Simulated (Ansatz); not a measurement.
# CH$_{3}$F$_{3}$Ge (SMILES [CH3][Ge]([F])([F])[F]): what the fields show

Input

```
crystal:
  periodic: [false, false, false]
  atoms:
    - {symbol: C, position_ang: [-0.880138, -0.212181, 0.556726]}
    - {symbol: Ge, position_ang: [0.705247, 0.152299, -0.445604]}
    - {symbol: F, position_ang: [2.102889, -0.598506, 0.202041]}
    - {symbol: F, position_ang: [0.614734, -0.378913, -2.072310]}
    - {symbol: F, position_ang: [1.082471, 1.821715, -0.531317]}
    - {symbol: H, position_ang: [-1.061361, -1.286407, 0.563375]}
    - {symbol: H, position_ang: [-0.748909, 0.144819, 1.577608]}
    - {symbol: H, position_ang: [-1.722836, 0.299974, 0.093681]}
basis:
  gaussian: {orbitals: def2-TZVPP}
hamiltonian: {xc: pbe0, dispersion: d4}
output: {orbitals: {seedname: orbitals}}
```

Command:

```sh
ansatz run in.yaml --threads 4 --pin off --events-out ev --progress --plain --max-ram 10444MiB
```

Geometry: PBE0-D4/def2-TZVP.

Computed with RKS PBE0-D4/def2-TZVPP (Ansatz).

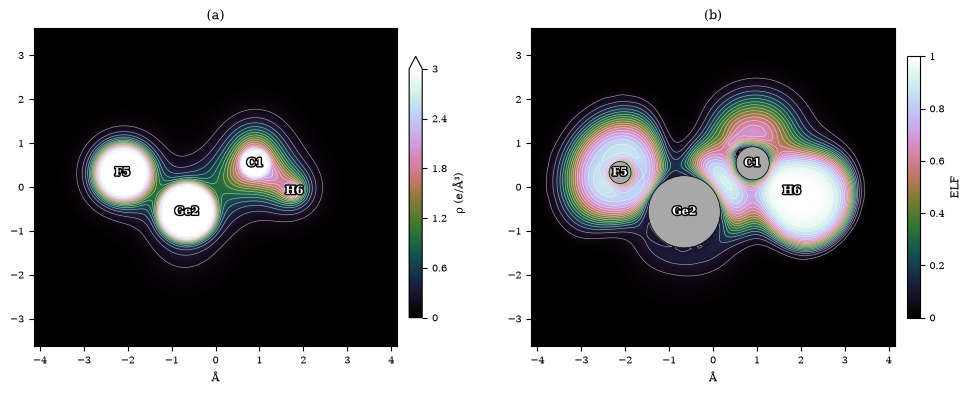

Figure 1. (a) electron density; (b) electron localisation function on the plane of atoms Ge2, C1 and H6. Grey discs cover the atomic cores in the ELF map.

Read the bonding off the picture.

Answer.
- The plane passes through C, Ge, F and H nuclei.
- Ge–F (1.71 Å): ρ at the midpoint is about 1 e/Å³; the ELF peaks at about 0.80 in the valence shell of F, 0.5 Å from its nucleus, and is about 0.25 at the midpoint.
- C–Ge (1.91 Å): ρ is about 0.96 e/Å³ halfway; the ELF peaks at about 0.90 between the atoms (a shared electron pair).
- C–H (1.09 Å): ρ is about 2 e/Å³ halfway; the ELF climbs to about 1 towards the hydrogen, as it does in any bond to H (a covalent bond by its length).
- The ELF also peaks beside F5, away from the bonds: lone-pair regions.

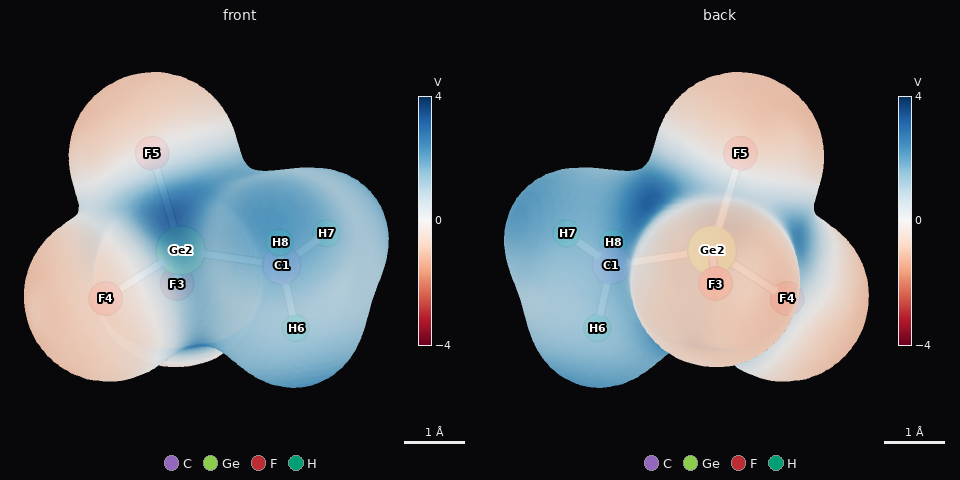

Figure 2. The electrostatic potential painted on the density surface at 0.004 e/bohr³, seen from the front and from behind; red is negative and blue positive.

Where is the surface potential most negative and most positive?

Answer. The most negative region (about −1.0 V, or −23 kcal/mol for a unit charge) lies over F3, F4 and F5, the most positive (about +3.2 V, or +74 kcal/mol for a unit charge) over Ge2.

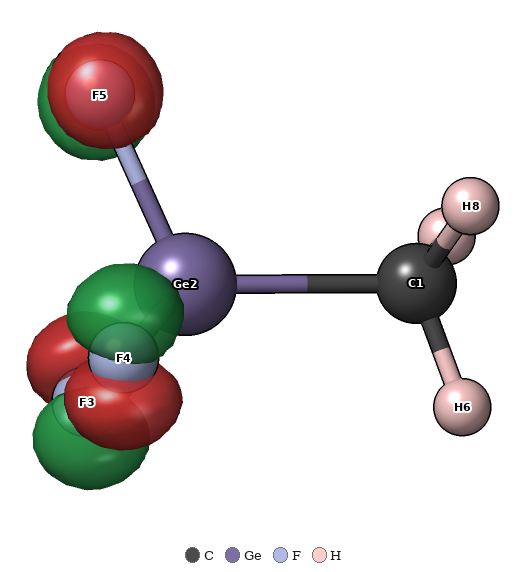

Figure 3. The HOMO−1 at ±0.3 Å⁻³ᐟ² (green and red are the two phases), seen across its widest extent.

Where does this orbital lie, and at what energy?

Answer. By Hirshfeld shares it lies mainly on F4 (about 30 %), F3 (about 30 %) and F5 (about 30 %); largely a combination of lone pairs on F4, F3 and F5. Its energy is −11.58 eV.
